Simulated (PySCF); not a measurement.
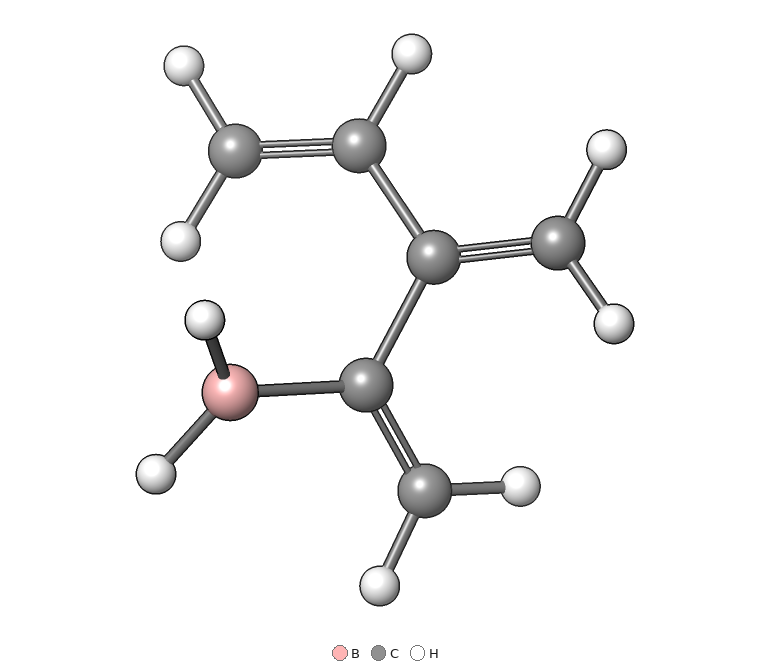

The picture shows a molecular structure as a ball-and-stick model.

Computed geometry: GFN2-xTB optimisation. No frequency run is at hand to confirm it as a minimum.

Count the atoms of each element.

Answer. C6H9B, 16 atoms: 6 carbon, 9 hydrogen and 1 boron.

What is the point group of this geometry?

Answer. C1.

More results for the same structure follow; atom numbers are the same in all pictures, views and colours differ.

### Shape

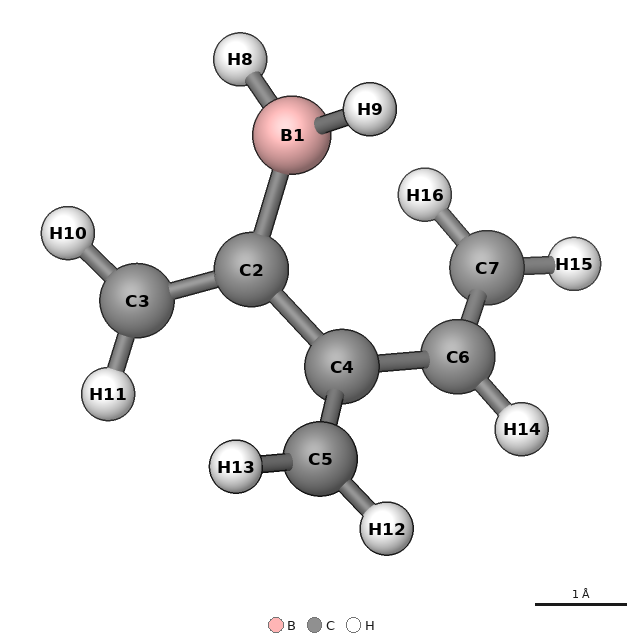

No frequency run is at hand to confirm it as a minimum.

How are the neighbours of atom 7 arranged?

Answer. C7 has 3 neighbours (C6 at 1.33, H15 at 1.08, H16 at 1.08 Å); the arrangement is trigonal planar.

Describe the coordination of atom 2.

Answer. C2 has 3 neighbours (B1 at 1.55, C3 at 1.34, C4 at 1.48 Å); the arrangement is trigonal planar.

Describe the coordination of atom 1.

Answer. B1 has 3 neighbours (C2 at 1.55, H8 at 1.17, H9 at 1.17 Å); the arrangement is trigonal planar.

How are the neighbours of atom 5 arranged?

Answer. C5 has 3 neighbours (C4 at 1.34, H12 at 1.08, H13 at 1.08 Å); the arrangement is trigonal planar.

What is the dihedral angle C5–C4–C6–C7?

Answer. 180° in size, that is anti.

### Quadrupole coupling

No frequency run is at hand to confirm it as a minimum. Electric field gradients from the ground-state density, PBE0/pcSseg-1 (PySCF 2.14.0), non-relativistic apart from any core potentials.

Give the largest field-gradient component, the quadrupole coupling constant and the asymmetry for 11B at B1 (Q = 40.59 mb), 2H at H8 (Q = 2.86 mb), 2H at H9 (Q = 2.86 mb), 2H at H10 (Q = 2.86 mb), 2H at H11 (Q = 2.86 mb).

```tsv
atom	V_zz (a.u.)	e²qQ/h (MHz)	η
B1	0.619	5.91	0.05
H8	0.243	0.163	0.12
H9	0.242	0.162	0.11
H10	0.333	0.224	0.03
H11	0.327	0.220	0.03
```

### Excitation

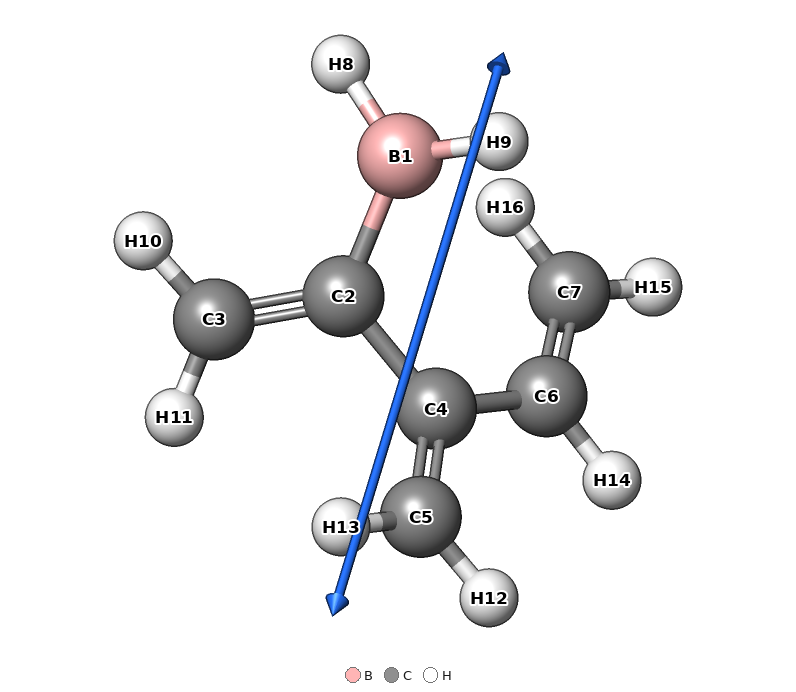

The double arrow shows the direction of the transition dipole to excited singlet state 4 (its length means nothing). No frequency run is at hand to confirm it as a minimum. Properties computed with TDDFT PBE0/def2-SVPD, vertical, gas phase, core orbitals frozen in the response (PySCF 2.14.0).

How is the transition polarised?

Answer. Nearly parallel to the C6–C7 bond.

Give its energy, strength and character.

Answer. 5.50 eV (225 nm), oscillator strength 0.27, mainly HOMO → LUMO+1 (weight 0.73); transition dipole 3.62 D.

### Polarisability

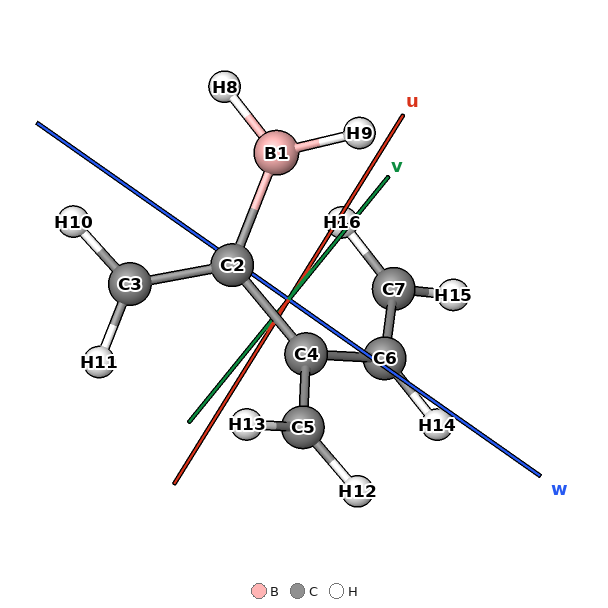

The lines u, v and w are the principal axes of the static dipole polarisability. No frequency run is at hand to confirm it as a minimum. Method: PBE0/def2-SVPD (PySCF 2.14.0).

Along which axis is the molecule most polarisable, and along which least?

Answer. Most along u, least along v.

Give the three principal values.

Answer. u 110.1, v 65.9, w 92.5 bohr³; mean 89.5, anisotropy 38.5 bohr³.

### NMR shielding

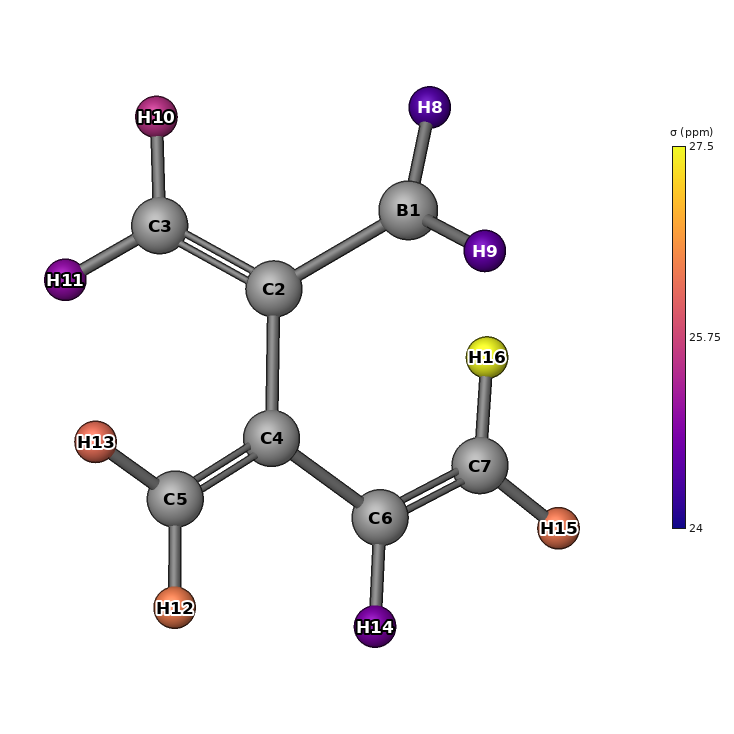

Atoms are coloured by their isotropic NMR shieldings (H only, the others grey). No frequency run is at hand to confirm it as a minimum. Properties computed with GIAO PBE0/pcSseg-1 NMR shielding, non-relativistic, gas phase (PySCF 2.14.0).

Which H atom is the most shielded (lowest chemical shift)?

Answer. H16 (27.49 ppm).

Which H atom is the least shielded (highest chemical shift)?

Answer. H8 (24.49 ppm).

How wide is the range of H shifts?

Answer. 3.00 ppm.

Give the isotropic NMR shieldings of the H atoms atom by atom.

```
atom  σ (ppm)
  H8    24.49
  H9    24.63
 H10    25.53
 H11    25.05
 H12    26.39
 H13    26.24
 H14    24.88
 H15    26.33
 H16    27.49
```

The geometry is semi-empirical. Around B such bond lengths and angles can be off by a tenth of an ångström or more and by several degrees, and values that hang on the shape move with them.
